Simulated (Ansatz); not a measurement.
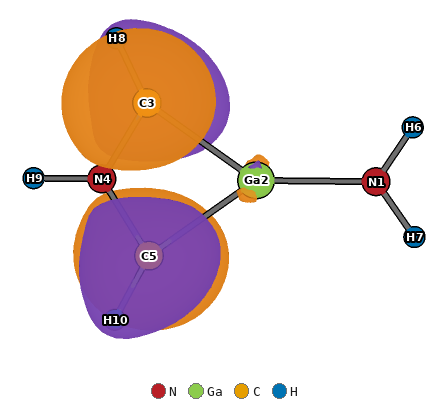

*C2H5GaN2. The HOMO at ±0.1 Å⁻³ᐟ² (orange and purple are the two phases), seen across its widest extent.*

Method: RKS B3LYP-D4/def2-SVP in Ansatz 0.2.0.

The calculation's input:

```
crystal:
  periodic: [false, false, false]
  atoms:
    - { symbol: "N", position_ang: [-1.3099, 0.95058, 1.39273] }
    - { symbol: Ga, position_ang: [-1.06624, 0.30219, -0.34748] }
    - { symbol: C, position_ang: [0.08231, -1.61524, -0.31228] }
    - { symbol: "N", position_ang: [1.06126, -0.97811, -0.7011] }
    - { symbol: C, position_ang: [1.0909, 0.30952, -1.10617] }
    - { symbol: H, position_ang: [-1.7536, 0.42941, 2.143] }
    - { symbol: H, position_ang: [-1.3524, 1.92817, 1.66275] }
    - { symbol: H, position_ang: [0.17328, -2.66056, -0.04681] }
    - { symbol: H, position_ang: [2.01413, -1.13163, -1.08848] }
    - { symbol: H, position_ang: [1.76951, 0.92253, -0.51532] }
basis:
  gaussian: { orbitals: def2-SVP }
hamiltonian:
  xc: b3lyp
  dispersion: d4
relax:
  f_tol: 0.02
  max_steps: 50
output:
  orbitals: {}
```

Run with:

```sh
ansatz run input.yaml --threads 2 --pin off --max-ram 3072MiB --backend cpu --events-out ev --progress --plain --runs-dir out
```

The fields are those of the run's last geometry, not of the input's.

Question: What is the character of this orbital?

Answer: It lies mainly on C3 (about 40 %), C5 (about 40 %) and Ga2 (about 5 %). Its energy is −3.87 eV.
